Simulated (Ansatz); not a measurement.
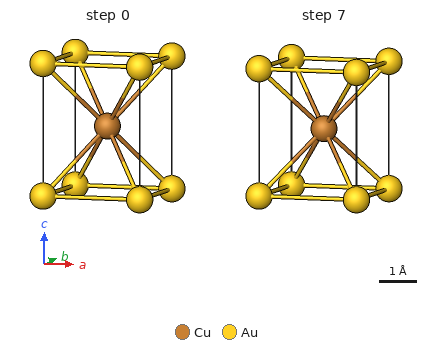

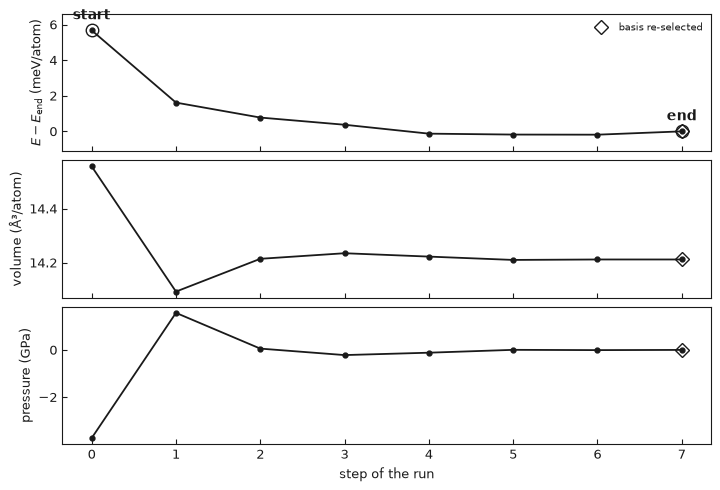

First and last geometry of a relaxation of crystalline CuAu (set up in P4/mmm), with the history of the run. Style: ball-and-stick. Shown: the cell of the calculation, slightly off an axis.

Level of theory: Ansatz, DFT PBEsol, scalar-relativistic, plane waves, PAW.

The input:
```yaml
crystal:
  lattice:
    - [2.8107494552, 0.0, 0.0]
    - [0.0, 2.8107494552, 0.0]
    - [0.0, 0.0, 3.685]
  atoms:
    - { symbol: Cu, position: [0.5, 0.5, 0.5] }
    - { symbol: Au, position: [0.0, 0.0, 0.0] }
basis:
  ecutwfc: 420
kpoints:
  mp_grid: { grid: [14, 14, 12] }
hamiltonian:
  xc: pbesol
scf:
  occupations: { method: gaussian, width: 0.1 }
output:
  forces: true
  stress: true
  eigenvalues: true
relax:
  adjacent_minimum: "off"
  f_tol: 0.005
  max_steps: 80
  cell: { stress_tol: 0.05 }
```

Run as
```bash
ansatz run input.yaml --threads 1 --pin off --max-ram 2560MiB --backend cpu --events-out ev --progress --plain --runs-dir out
```

Question: Did the run converge, and what did it change?

Answer: It converged. No atom moves by more than 0.005 Å relative to the cell. The drawn cell changes as follows: a = b 2.811 → 2.834 Å (+0.8 %), c 3.685 → 3.538 Å (−4.0 %); the volume changes by −2.4 %. Among the contacts that change: Cu1–Au2 2.710 → 2.673 Å, Cu1–Cu1 2.811 → 2.834 Å, Au2–Au2 2.811 → 2.834 Å. The space group stays P4/mmm (No. 123). The energy falls by 5.7 meV per atom in 6 accepted moves (7 points after the start). All forces vanish by symmetry, so only the cell relaxes. The pressure goes from −3.73 to 0.00 GPa. The SCF was repeated once at an unchanged geometry on a basis and grid sized afresh for the cell, which shifted the energy by 0.2 meV per atom at most. The run took 70 s on 1 thread of Arm Neoverse V2 (shared host), peak memory 0.43 GiB.
